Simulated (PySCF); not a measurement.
**C₃H₅BSe, SMILES `BC1=C[Se]C1`: what the electrons do**

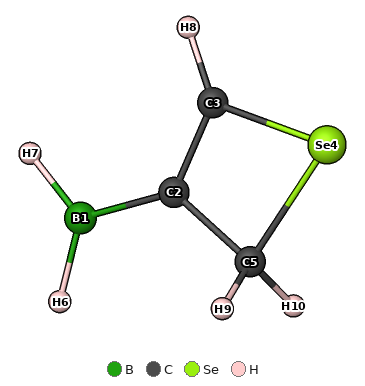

The molecule, with its atoms numbered as below. No frequency check shows the geometry to be a minimum.

Geometry (Å), atoms numbered from 1:

```
B1      -2.9245    0.0895    0.0003
C2      -1.4047    0.0418   -0.0004
C3      -0.4889    1.0416   -0.0003
Se4      1.1053    0.0365    0.0001
C5      -0.4880   -1.1607   -0.0003
H6      -3.5407   -0.9050    0.0013
H7      -3.4646    1.1265    0.0000
H8      -0.5946    2.1130   -0.0001
H9      -0.5347   -1.7794    0.8939
H10     -0.5342   -1.7793   -0.8945
```

Part 1: Bonding charge

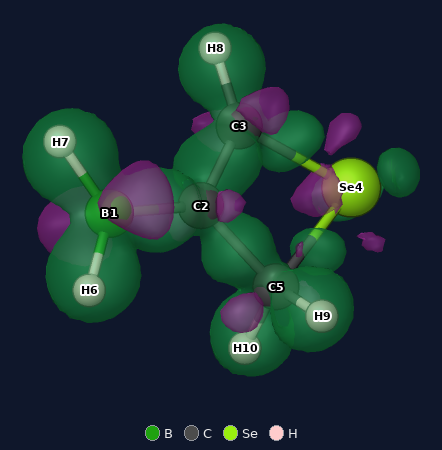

Deformation density (molecule less spherical, spin-averaged free atoms at the same positions), surfaces at ±0.09 e/Å³; green: gain, purple: loss.

Level of theory: M06-2X/def2-TZVP (PySCF), at a geometry from GFN2-xTB.

> How much density has each bond gained at its critical point, relative to the free atoms?

C3–H8: +0.81 e/Å³ at the bond critical point (bond length 1.08 Å, Mayer order 0.9). C5–H10 and C5–H9: +0.75 e/Å³ at the bond critical point (bond length 1.09 Å, Mayer order 0.9). C2–C3: +0.74 e/Å³ at the bond critical point (bond length 1.36 Å, Mayer order 1.7). B1–H7: +0.50 e/Å³ at the bond critical point (bond length 1.17 Å, Mayer order 1.0). B1–H6: +0.50 e/Å³ at the bond critical point (bond length 1.17 Å, Mayer order 1.0). C2–C5: +0.50 e/Å³ at the bond critical point (bond length 1.51 Å, Mayer order 1.0). B1–C2: +0.45 e/Å³ at the bond critical point (bond length 1.52 Å, Mayer order 1.1). C3–Se4: +0.20 e/Å³ at the bond critical point (bond length 1.89 Å, Mayer order 1.1). Se4–C5: +0.17 e/Å³ at the bond critical point (bond length 1.99 Å, Mayer order 1.0). In all, 2.6 electrons gather in the regions of gain relative to the promolecule.

> Where do the Hirshfeld charges lie?

The highest Hirshfeld charge is on B1 (+0.12 e), the lowest on C2 (−0.11 e).

Part 2: Bond critical points

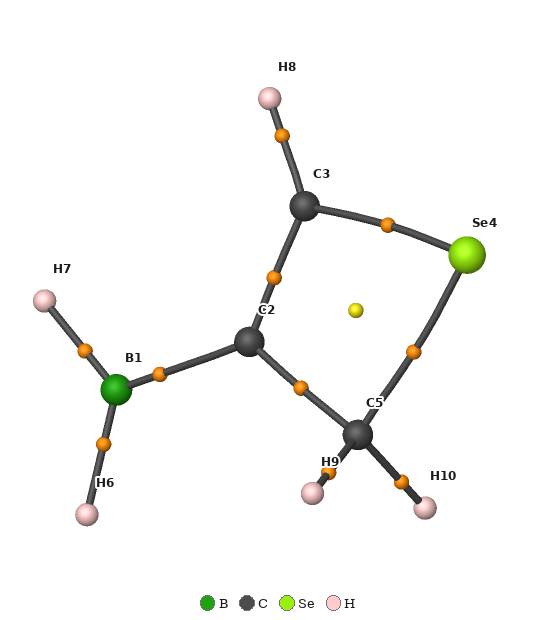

Molecular graph of the electron density (QTAIM): bond paths, bond critical points (orange), ring points (yellow, if any); weak paths are dashed.

> How many critical points of each kind are there, and does the count close?

10 nuclei, 10 bond, 1 ring and 0 cage critical points: 10 − 10 + 1 − 0 = 1, as the Poincaré–Hopf relation requires.

> Tabulate density, Laplacian, ellipticity and energy density at the bond critical points (atomic units).

```
            bond  length (Å)  ρ (a.u.)  ∇²ρ (a.u.)     ε  H (a.u.)
           C2–C3       1.356     0.339       −1.03  0.23    −0.393
           C3–H8       1.077     0.291       −1.07  0.00    −0.302
C5–H10 (2 alike)       1.088     0.281       −0.98  0.01    −0.282
           C2–C5       1.512     0.253       −0.63  0.01    −0.222
           B1–C2       1.521     0.193       −0.08  0.20    −0.209
           B1–H7       1.169     0.191       −0.31  0.25    −0.219
           B1–H6       1.170     0.191       −0.31  0.25    −0.219
          C3–Se4       1.885     0.163       −0.16  0.21    −0.116
          Se4–C5       1.993     0.137       −0.13  0.06    −0.078
```

> What kind of interaction is B1–H7?

Shared-shell (covalent): ρ = 0.191, ∇²ρ = −0.31, H = −0.219 a.u.

Part 3: Electrostatic potential

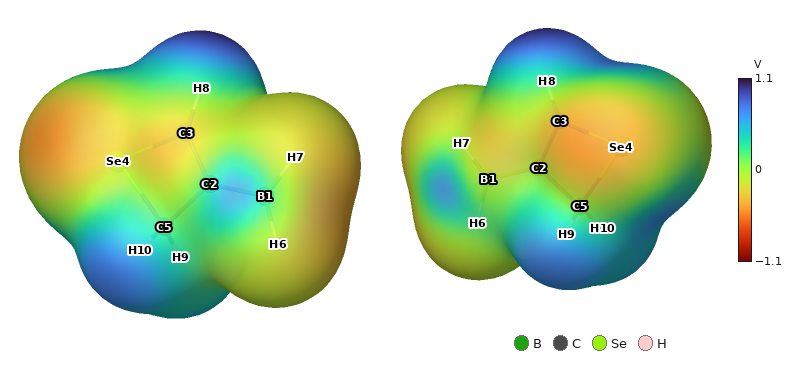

Electrostatic potential on the surface of electron density 0.001 a.u. (back view left, front view right).

> Where are the extremes of the potential on the surface?

Highest: 1.00 V, 1.3 Å from H8. Further maxima include 0.77 V, 1.3 Å from H10, and at like points elsewhere; 0.68 V, off the Se4–C5 bond (2.1 to 2.3 Å from its atoms). Lowest: −0.51 V, 2.4 Å from Se4, and at like points elsewhere. Further minima include −0.31 V, off the C2–C3 bond (2.1 to 2.2 Å from its atoms), and at like points elsewhere. The surface is sampled at points, so like sites can differ by a few per cent and only the strongest of them is named.

Part 4: Magnetic shielding

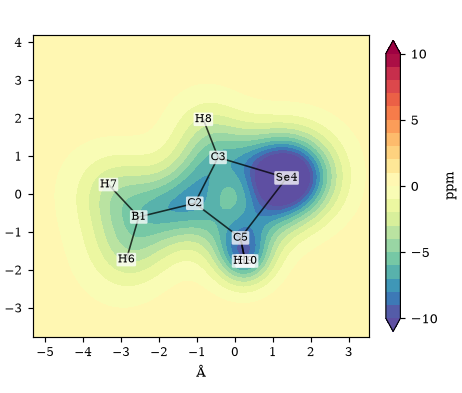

NICSzz (the component normal to the ring) 1.7 Å above the plane of the 4-membered ring C2/C3/Se4/C5; GIAO shieldings; atoms are projected onto the map; negative values mean shielding.

Computed with PySCF, B3LYP/def2-SVP, geometry: GFN2-xTB. This is a single-reference result, which may miss multireference character in this system.

> Classify the ring and give its NICS values.

It is neither clearly shielded nor deshielded above its centre; an sp³ atom breaks the ring's conjugation, so the values mix its σ bonds and separate π bonds and show no closed π ring current: NICS(0) = +2.1, NICS(1) = −1.7, NICS(1)zz = +4.0 ppm.

Part 5: Stretching a bond

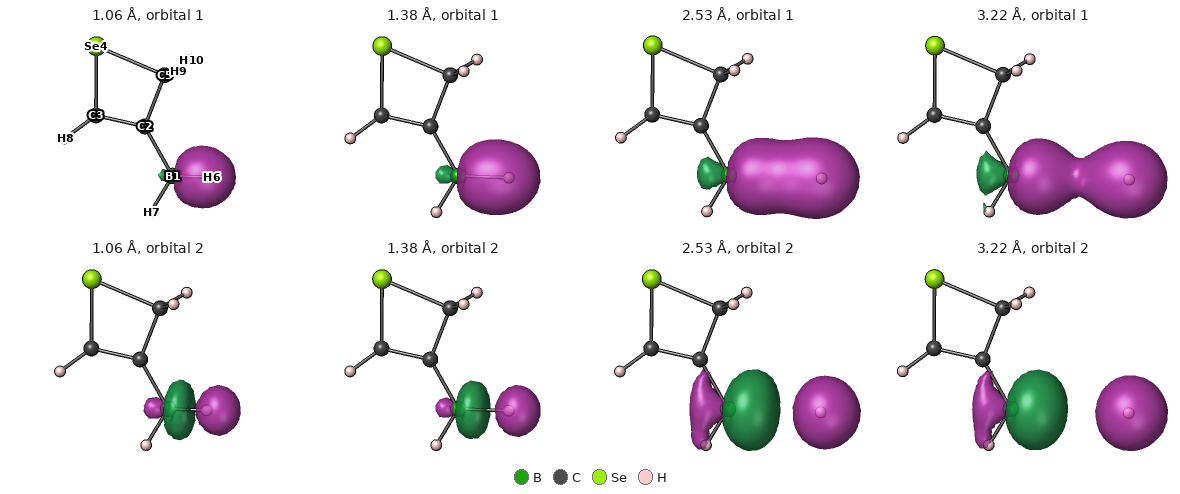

Rigid stretch of the B1–H6 bond. The two CASSCF(2,2) natural orbitals nearest half filling (orbital 1 the more occupied).

Method: cc-pVDZ basis; geometry: GFN2-xTB; program: PySCF.

> How do the occupations change along the stretch?

1.06 Å: 1.99 and 0.01; 1.38 Å: 1.97 and 0.03; 2.53 Å: 1.70 and 0.30; 3.22 Å: 1.37 and 0.63. At the longest distance computed (3.22 Å) they are 1.37 and 0.63, and the effective number of unpaired electrons is 1.5.

UHF already breaks spin symmetry near equilibrium here (⟨S²⟩ = 0.03 at 1.26 Å), for reasons apart from this bond.

> How much energy does the stretch cost?

By CASSCF, 4.0 eV from the lowest point of the scan (1.26 Å) to 3.22 Å; RHF gives 6.3 eV from its own lowest point. The fragments aren't relaxed and dynamic correlation is missing, so this isn't a bond dissociation energy.

The PySCF runs shown took 30 s, 20 s and 4.8 min on 1 thread of Intel(R) Xeon(R) 6975P-C (Granite Rapids), on a shared host.
